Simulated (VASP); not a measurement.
Here is the system:

```xyz
2
Lattice="0.0000 3.3123 3.3123 3.3123 0.0000 3.3123 3.3123 3.3123 0.0000" Properties=species:S:1:pos:R:3 pbc="T T T"
Sr     0.0000     0.0000     0.0000
Te     3.3123     3.3123     3.3123
```

All values below come from PBE GGA with D3 dispersion (Becke-Johnson damping), VASP's PBE PAW potentials (set 64) (plane waves; VASP). Run with 520 eV cut-off, 8×8×8 Γ-centred mesh, tetrahedra with Blöchl corrections, potentials Sr_sv Te.

Unless said otherwise, spin-orbit coupling is left out, though it shifts the bands of the heavy elements here.

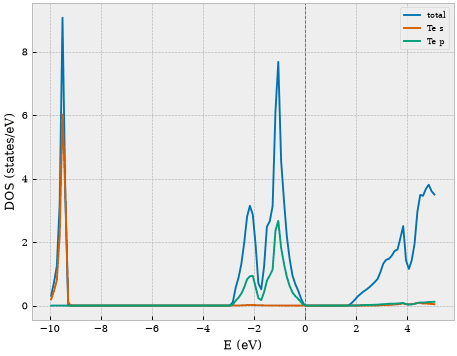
Figure: Total and projected density of states, zero at the valence-band maximum

Within 2 eV below the valence-band maximum the largest weight inside VASP's projection spheres is Te p.

The gap is indirect, 1.65 eV, from the valence maximum at Γ to the conduction minimum at X.

The compound is SrTe in the rock salt structure. It was relaxed first.
